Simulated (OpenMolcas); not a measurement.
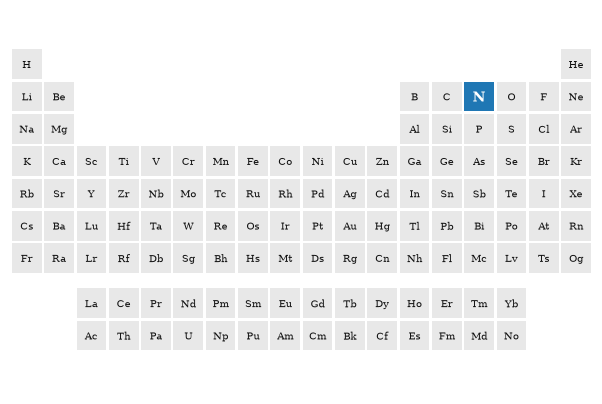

Figure 1. The place of nitrogen in the periodic table.

**Multiconfigurational calculation for N²⁺**

- system: N²⁺.
- method: state-averaged CASSCF, active space 1 electron in the shell 2p, basis ANO-RCC-MB, DKH2 scalar Hamiltonian, spin-orbit coupling by RASSI with atomic mean-field integrals (OpenMolcas)

**Input**
```
&GATEWAY
Coord
1

N 0.0 0.0 0.0
Basis=ANO-RCC-MB
Group=XYZ
NoMove
AngMom=0.0 0.0 0.0
AMFI
&SEWARD
&RASSCF
FileOrb=start.orb
Symmetry=2
Spin=2
nActEl=2 0 0
Inactive=2 0
Ras2=0 3
CIRoot=3 3 1
SDav=3
CIMx=300
Iter=75 100
PrWF=0.3
OrbListing=Nothing
MaxOrb=0
Atom
>>> COPY $Project.JobIph JOB001
```

The file start.orb holds starting orbitals from an earlier step.

Hardware: 1 CPU thread, shared host.

Launched with:
```bash
OMP_NUM_THREADS=1 MOLCAS_MEM=2252 MOLCAS_PROJECT=a pymolcas a.inp > a.log  # once for each step of the input, in one work folder
```

**Output (extracts)**
```
--- SEWARD ---
Basis set label: N.ANO-RCC...2S1P.

      Electronic valence basis set:
      ------------------
      Associated Effective Charge   7.000000 au
      Associated Actual Charge      7.000000 au
      Nuclear Model: Point charge

      Shell  nPrim  nBasis  Cartesian Spherical Contaminant
         s      14       2        X
         p       9       1        X
                  Relativistic Douglas-Kroll-Hess integrals:
                    - DKH order of Hamiltonian: 2
                    - DKH order of Properties : 0
                  Atomic mean-field integrals
--- RASSCF ---

 Nr of active orbitals     NAC=   3
 Spin degeneracy         ISPIN=   2
 There can be no such wave function.
 ************************************************
--- Stop Module: rasscf at  /rc=_RC_INPUT_ERROR_ ---
.####################.
.# User input error #.
.####################.
```

**Outcome**

| quantity | value |
| --- | --- |
| outcome | refused by the program |

**What went wrong**

The input is odd on purpose: wrong electron count. The program refused the input; the driver noted: RASSCF spin 2: _RC_INPUT_ERROR_.
